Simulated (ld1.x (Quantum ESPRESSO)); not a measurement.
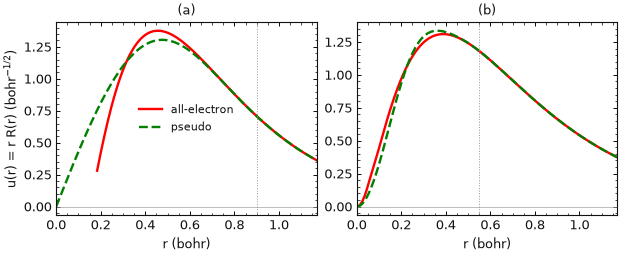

All-electron valence functions (solid) with their pseudo partners (dashed). Dotted lines mark the matching radii. The all-electron curves start outside the innermost oscillations, which aren't drawn.

ld1.x (Quantum ESPRESSO) 7.5, PBEsol, non-relativistic. The levels are (a) -147.97 eV, (b) -104.97 eV.

Identify the atom and the shell in each panel.

Silicon (Si), core [He], valence 2s2 2p6 3s2 3p1 (charge +1): (a) 2s, (b) 2p.

Are the pseudo-waves norm-conserving?

Yes. The TM scheme keeps the all-electron norm inside the radius.

The potential isn't sound: the pseudo-atom misses its own reference levels by up to 0.24 eV.
